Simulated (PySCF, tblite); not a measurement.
# C₅H₉BO₂: geometry, infrared bands and NMR shifts

What infrared bands and NMR shifts should C₅H₉BO₂ (`OB(O)[C@@H]1C[C@@H]2C[C@@H]21`) show?

Computed with tblite 0.8.0 and PySCF 2.14.0, with density-fitted response routines of our own, on a single molecule in the gas phase. Atoms are numbered from 0 throughout.

## (1) The starting structure

17 atoms, charge 0, multiplicity 1; geometry from: force field or distance geometry start.

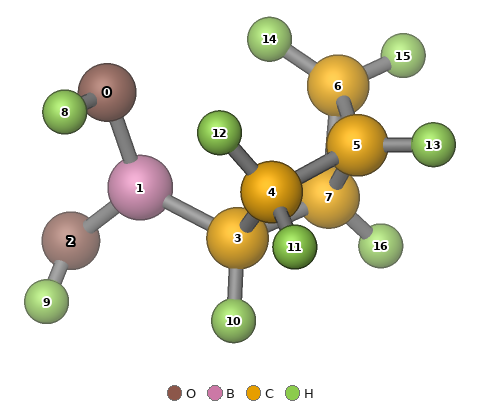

As it starts; oxygen brown, boron pink, carbon amber, hydrogen green, atoms numbered.

## (2) Geometry optimisation with GFN2-xTB

The job: settings as JSON, then the geometry in Å.

```
{"job": {"kind": "relax", "xc": "GFN2-xTB", "basis": "xTB"}, "charge": 0, "multiplicity": 1}
O      1.905000     0.454300     0.912300
B      1.362300    -0.693100     0.170600
O      2.181500    -1.907900     0.059900
C      0.086300    -0.442400    -0.718600
C     -0.239400     1.021200    -0.901900
C     -1.402300     0.830600     0.021300
C     -1.203600     0.183100     1.361700
C     -1.145900    -0.631700     0.114600
H      2.511700     0.919500     0.274800
H      2.499100    -1.991900    -0.864200
H      0.089000    -1.019000    -1.651400
H     -0.523000     1.306000    -1.934500
H      0.512500     1.672300    -0.422600
H     -2.378000     1.259400    -0.188800
H     -0.265300     0.443700     1.877400
H     -2.088900    -0.010300     2.009700
H     -1.908100    -1.381700    -0.130200
```

Command:

```console
OMP_NUM_THREADS=1 python probes_run.py task.json out
```

This one command runs all jobs of the session in turn.

**Question.** This job is followed by: GFN2-xTB harmonic vibrations, gas phase; GIAO PBE0/pcSseg-1 NMR shielding, non-relativistic, gas phase. Predict these results of the whole session: strongest single infrared mode (GFN2-xTB); zero-point energy (GFN2-xTB); ¹³C shifts against TMS (PBE0/pcSseg-1); ¹H shifts against TMS (PBE0/pcSseg-1, means over atoms taken as alike); ¹⁷O shifts against H2O (PBE0/pcSseg-1, means over atoms taken as alike); ¹¹B shifts against BF3·OEt2 (PBE0/pcSseg-1).

As calculated:

| quantity | value |
| --- | --- |
| strongest single infrared mode (GFN2-xTB) | 1202 cm⁻¹, 281 km/mol |
| zero-point energy (GFN2-xTB) | 86.4 kcal/mol |
| ¹³C shifts against TMS (PBE0/pcSseg-1) | 26.6, 24.1, 16.5, 14.9, 12.8 ppm |
| ¹H shifts against TMS (PBE0/pcSseg-1, means over atoms taken as alike) | 3.91, 2.07, 1.74, 1.64, 1.56, 1.49, 1.03, 0.41 ppm |
| ¹⁷O shifts against H2O (PBE0/pcSseg-1, means over atoms taken as alike) | 123.6 ppm |
| ¹¹B shifts against BF3·OEt2 (PBE0/pcSseg-1) | 28.0 ppm |

In words: The optimisation took 56 steps and gained 1.923 eV; among the close pairs (by a distance rule), O0–B1 changed most, from 1.470 to 1.348 Å. No mode is imaginary among the 45: a minimum at this level. The strongest single mode, at 1202 cm⁻¹, has its largest shares on B1, O2 and H10 (the list is cut at 3 atoms). GFN2-xTB is a fitted tight-binding method: band positions and strengths are rough. Its intensities can rank the bands wrongly. At PBE0/pcSseg-1: The widest tensor belongs to O0, O2: span 163 ppm, with a paramagnetic part of -174 ppm.
